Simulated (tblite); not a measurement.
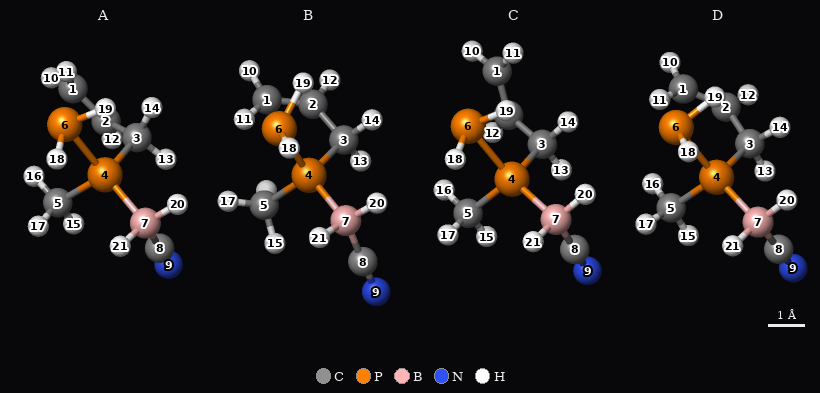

4 geometries from one relaxation of C5H12BNP2, in shuffled order. A ball-and-stick model, seen from a free direction.

Level of theory: GFN2-xTB geometry optimisation, gas phase in tblite 0.8.0. 

### Order the frames from highest to lowest energy.

B, D, A, C. They are steps 0, 123, 196, 258, at +1.293 eV, +0.116 eV, +0.074 eV relative to the last. H11 moves most after the best rigid fit: 2.60 Å. By element the largest moves are H 2.60 Å, C 1.08 Å, N 0.70 Å, P 0.57 Å, B 0.25 Å. Near-neighbour distances that change, for instance: C3–P4 1.784 → 1.855 Å, P6–H19 1.460 → 1.396 Å, P6–H18 1.456 → 1.395 Å, P4–B7 1.900 → 1.955 Å. Among the angles between lasting bonds that change: P4–P6–H18 108.6° → 90.5°, P4–P6–H19 108.6° → 91.5°, H18–P6–H19 107.4° → 91.8°. Groups turn about C2–C3 by about 90°, P4–C5 by about 55°. The energy falls by 1.293 eV in 258 geometry steps. The run took 2.6 s on 1 thread of Arm Neoverse V1, with other jobs on the host.
